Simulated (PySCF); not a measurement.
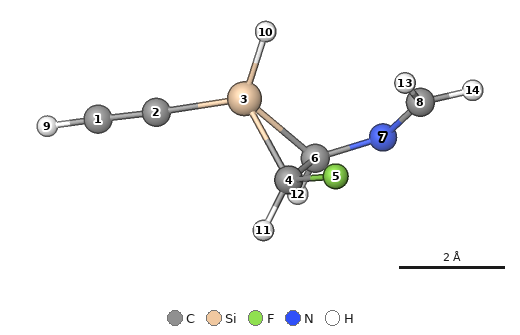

The structure (ball-and-stick view, seen at a tilt; atoms are numbered from 1 in the order of the input). Bond lengths as drawn: C–C 1.20 to 1.55 Å, C–F 1.37 Å, C–H 1.05 to 1.09 Å, C–N 1.26 to 1.39 Å, C–Si 1.83 to 1.93 Å and H–Si 1.45 Å.

Excited-state calculation of C5H6FNSi

C5H6FNSi, computed with TDDFT CAM-B3LYP/def2-SVPD, vertical, gas phase, core orbitals frozen in the response (PySCF 2.14.0).

The geometry comes from this level: GFN2-xTB. It belongs to a series of runs on one base structure; here: H on C replaced by N=CH2.

## The program's output
```
coarse grid: 12928 points
cycle   1  E = -637.4166761246  dE =  1.201e+00  |g| = 5.472e-01  |ddm| = 8.254e+00
cycle   2  E = -637.4152748107  dE =  1.401e-03  |g| = 6.289e-01  |ddm| = 2.329e+00
cycle   3  E = -637.4866213200  dE = -7.135e-02  |g| = 7.900e-02  |ddm| = 9.875e-01
cycle   4  E = -637.4877877460  dE = -1.166e-03  |g| = 3.130e-02  |ddm| = 2.075e-01
cycle   5  E = -637.4880166272  dE = -2.289e-04  |g| = 1.140e-02  |ddm| = 9.440e-02
cycle   6  E = -637.4880434916  dE = -2.686e-05  |g| = 4.419e-03  |ddm| = 3.013e-02
cycle   7  E = -637.4880483332  dE = -4.842e-06  |g| = 5.688e-04  |ddm| = 9.294e-03
final grid: 122800 points
cycle   8  E = -637.5857211277  dE = -2.885e-05  |g| = 3.768e-03  |ddm| = 7.184e-02
cycle   9  E = -637.5857200877  dE =  1.040e-06  |g| = 4.657e-03  |ddm| = 1.409e-02
cycle  10  E = -637.5857241728  dE = -4.085e-06  |g| = 5.090e-04  |ddm| = 6.080e-03
cycle  11  E = -637.5857242284  dE = -5.559e-08  |g| = 2.137e-04  |ddm| = 9.985e-04
cycle  12  E = -637.5857242379  dE = -9.503e-09  |g| = 9.083e-05  |ddm| = 4.494e-04
cycle  13  E = -637.5857242397  dE = -1.787e-09  |g| = 1.803e-05  |ddm| = 1.832e-04
cycle  14  E = -637.5857242398  dE = -1.123e-10  |g| = 9.797e-06  |ddm| = 4.960e-05
```

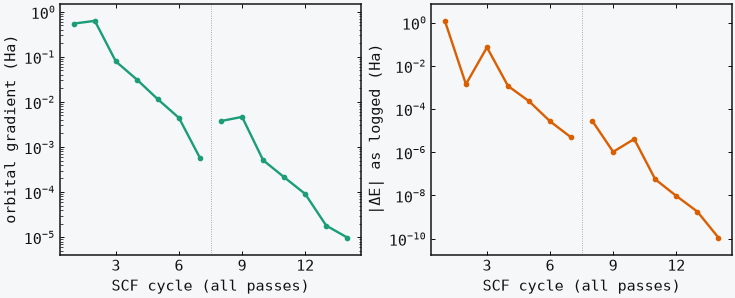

Convergence of the self-consistent field: orbital gradient and size of the energy change against the SCF cycle. The dotted line marks the change from a coarse to the final integration grid. The first 7 cycles use a coarse grid, the final grid takes over at cycle 8, and the field converges after 14 cycles in all.

```
converged SCF energy = -637.5857242398

Static polarisability (au): isotropic 94.848, principal 70.532 76.163 137.848

Singlet excitations
state   eV       nm        f      main configurations
  1   4.2738    290.1   0.04431   H->L 0.61, H-1->L 0.10
  2   5.1858    239.1   0.01023   H->L+1 0.63, H->L+2 0.11
  3   5.3450    232.0   0.29800   H-1->L 0.34, H->L 0.30, H->L+1 0.14
  4   5.5400    223.8   0.00365   H->L+2 0.61, H->L+4 0.16
  5   5.7912    214.1   0.02297   H-1->L 0.31, H-2->L 0.23, H->L+4 0.19
  6   6.1593    201.3   0.01532   H-3->L 0.22, H-2->L 0.14, H->L+4 0.12
  7   6.3128    196.4   0.05178   H-1->L+1 0.30, H-4->L 0.15, H-3->L+1 0.10
  8   6.4356    192.7   0.00401   H-1->L+2 0.25, H->L+3 0.17, H-4->L 0.10

Triplet excitations (Tamm-Dancoff, eV): 3.4666 4.0664 4.4420
```

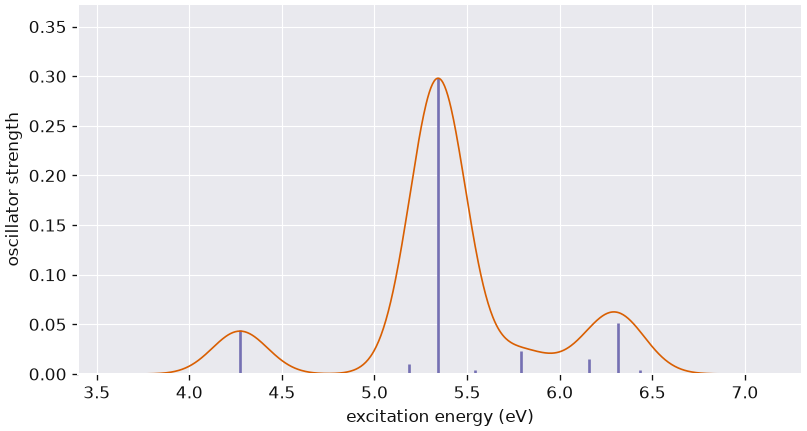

Computed excitations as sticks (degenerate states added up, dark ones marked on the axis), with a Gaussian envelope of 0.35 eV full width at half maximum, scaled to the tallest. Of the 8 states the lowest lies at 4.27 eV (f = 0.044); the strongest line is at 5.34 eV, or 232 nm (f = 0.298).

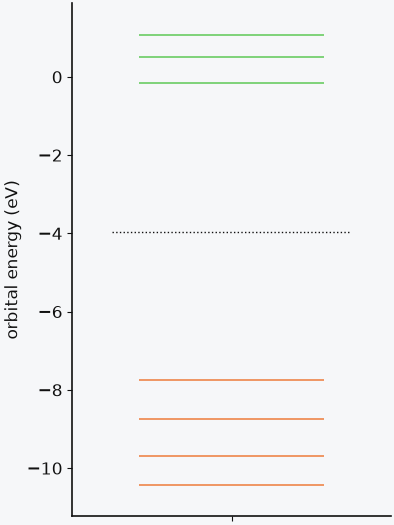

Orbital energies near the frontier; the dotted line parts filled from empty levels, and levels within 0.02 eV of each other stand side by side. Highest filled −7.75 eV, lowest empty −0.16 eV, 7.59 eV apart.

The run was set up as follows.

## Input
```
{"job": {"kind": "uv", "xc": "CAM-B3LYP", "basis": "def2-SVPD", "nstates": 8, "ntriplets": 3}, "charge": 0, "multiplicity": 1}
C     -3.599892     0.796985    -0.349917
C     -2.510619     0.386959    -0.044431
Si    -0.874264    -0.249540     0.477694
C      0.240263    -0.826765    -0.934906
F      1.136847    -1.846244    -0.748021
C      0.643400     0.570322    -0.394123
N      1.853064     0.838095     0.227947
C      2.461950     0.041409     0.988877
H     -4.544929     1.160744    -0.635012
H     -0.678525    -0.806172     1.799922
H     -0.075268    -0.838727    -1.974695
H      0.411201     1.360706    -1.104508
H      2.129406    -0.959341     1.273198
H      3.406687     0.371095     1.395807
```

The first line tells a small driver script what to run in PySCF; the rest is the geometry in Å.

Command:
```bash
OMP_NUM_THREADS=1 python <driver script> task.json out
```

## Results in brief

- outcome: converged
- total energy: −637.585724 hartree
- HOMO: −7.75 eV
- LUMO: −0.16 eV
- dipole moment: 2.49 D
- mean polarisability: 94.85 a.u.
- lowest singlet excitation: 4.27 eV
- hardware: 1 CPU thread, shared host
- wall time: 88 s
- peak memory: 0.98 GiB
